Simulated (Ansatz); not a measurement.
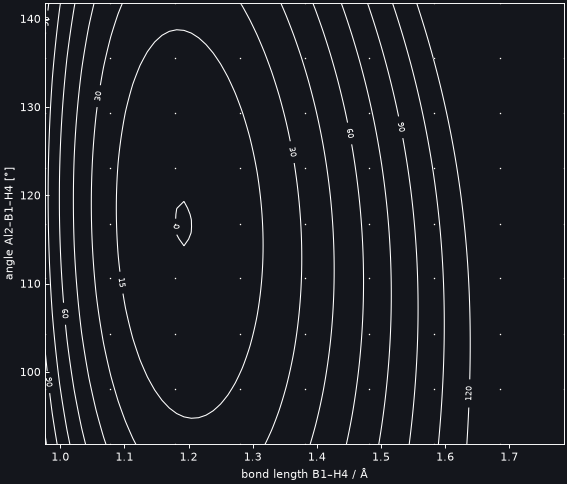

Energy landscape of AlBClH2, SMILES [BH2][Al][Cl], spin multiplicity 2. Coordinates scanned: (1) bond length B1–H4; (2) angle Al2–B1–H4. Nothing is relaxed (all other coordinates rigid). Grid: 9 × 9 points. Points are written as (first, second). Energies: kJ/mol, counted from the lowest grid point. Level of theory: UHF-MP2, frozen core/def2-TZVP in Ansatz 0.2.0.

The picture shows contour lines labelled in kJ/mol (none above 120), dots at the grid points. Between grid points the surface is interpolated. 

Question: Describe this landscape.

Answer: The lowest grid point is at (1.179 Å, 116.8°). It is the only kind of minimum in the scanned range. The highest grid point, (1.786 Å, 141.8°), lies 223 kJ/mol above the lowest. Round the minimum the two coordinates are weakly coupled (coupling 0.09 in units of the two stiffnesses).

Grid values (kJ/mol):

| angle Al2–B1–H4 ↓, bond length B1–H4 → | 0.976 | 1.077 | 1.179 | 1.280 | 1.381 | 1.482 | 1.583 | 1.685 | 1.786 |
| --- | --- | --- | --- | --- | --- | --- | --- | --- | --- |
| 141.8 | 95 | 36 | 19 | 30 | 56 | 91 | 131 | 175 | 223 |
| 135.6 | 88 | 28 | 11 | 21 | 47 | 81 | 121 | 163 | 211 |
| 129.3 | 83 | 22 | 5 | 14 | 39 | 73 | 112 | 154 | 200 |
| 123.1 | 80 | 19 | 1 | 10 | 34 | 68 | 106 | 147 | 192 |
| 116.8 | 80 | 18 | 0 | 8 | 32 | 64 | 102 | 142 | 186 |
| 110.6 | 83 | 21 | 1 | 9 | 31 | 63 | 100 | 139 | 181 |
| 104.3 | 88 | 25 | 5 | 12 | 33 | 64 | 99 | 137 | 178 |
| 98.1 | 96 | 33 | 12 | 17 | 37 | 66 | 100 | 137 | 176 |
| 91.8 | 107 | 43 | 20 | 24 | 43 | 71 | 103 | 138 | 174 |

The input of one point:

```yaml
crystal:
  periodic: [false, false, false]
  atoms:
    - { symbol: B, position_ang: [-0.625332, 0.650156, -0.436241] }
    - { symbol: Al, position_ang: [0.621409, -0.648281, 0.433941] }
    - { symbol: Cl, position_ang: [1.922399, -2.003399, 1.342245] }
    - { symbol: H, position_ang: [-1.661847, 0.226295, -0.805049] }
    - { symbol: H, position_ang: [-0.249785, 1.775813, -0.531942] }
magnetization:
  spin_polarized: true
  initial_magnetization: 1
basis:
  gaussian: { orbitals: def2-TZVP }
hamiltonian:
  xc: hf
output:
  forces: true
correlation:
  method: mp2
scf:
  omitted_lower_state_checks: [cluster_reference]
```

Each point was launched as `ansatz run input.yaml --threads 1 --pin off --max-ram 2560MiB --backend cpu --events-out ev --progress --plain --runs-dir out`. Time for the 81 points that were run: 9.3 min on 1 thread of Arm Neoverse V1, with other jobs on the host.
